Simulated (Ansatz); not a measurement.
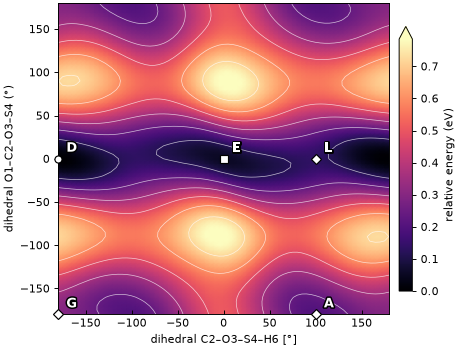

CH2O2S, SMILES O=COS. The first coordinate is: dihedral C2–O3–S4–H6; the second: dihedral O1–C2–O3–S4. Nothing is relaxed (all other coordinates rigid). Grid: 18 × 18 points; 164 points were computed and 160 follow by symmetry. All energies are given in eV relative to the lowest grid point. These are results of Ansatz 0.2.0, RKS PBE0-D4/def2-TZVP, not measurements.

Drawn: a smooth colour map with a few white contour lines, one colour for all values above the top of the scale, lettered points. Between grid points the surface is interpolated.

**Is E the lowest point of the computed grid?**

No. E lies 0.05 eV above the lowest grid point, which is at dihedral C2–O3–S4–H6 = −180°, dihedral O1–C2–O3–S4 = 0°. It is a local minimum.

**What kind of point is each of A, D, E, G, L: minimum, saddle, maximum or slope?**

A: minimum; D: minimum; E: minimum; G: saddle point; L: saddle point. (In these two coordinates alone; a stationary point may lie a little off the grid point.)
